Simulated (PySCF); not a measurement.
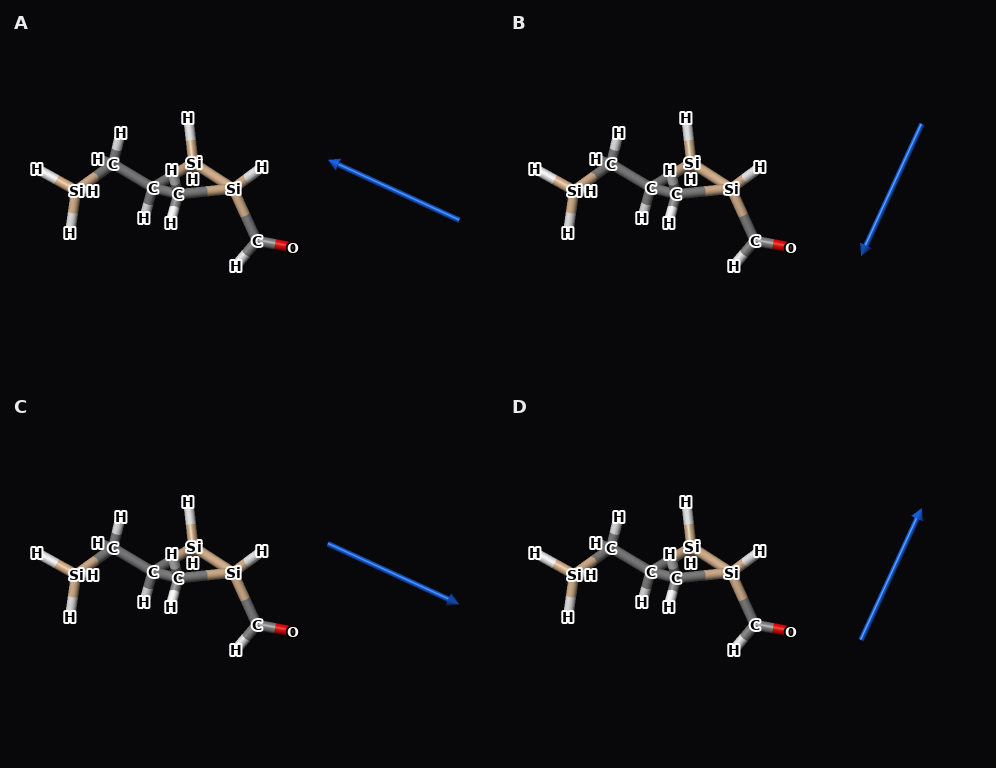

The same molecule four times, each with an arrow. The geometry was computed by an optimisation with GFN2-xTB. No frequency run is at hand to confirm it as a minimum. Level of theory: PBE0/pcSseg-1, gas phase (PySCF 2.14.0).

> Which arrow points along the dipole moment, from the negative to the positive end?

A. The dipole moment is 2.66 D.

The geometry is semi-empirical. Around Si such bond lengths and angles can be off by a tenth of an ångström or more and by several degrees, and values that hang on the shape move with them.
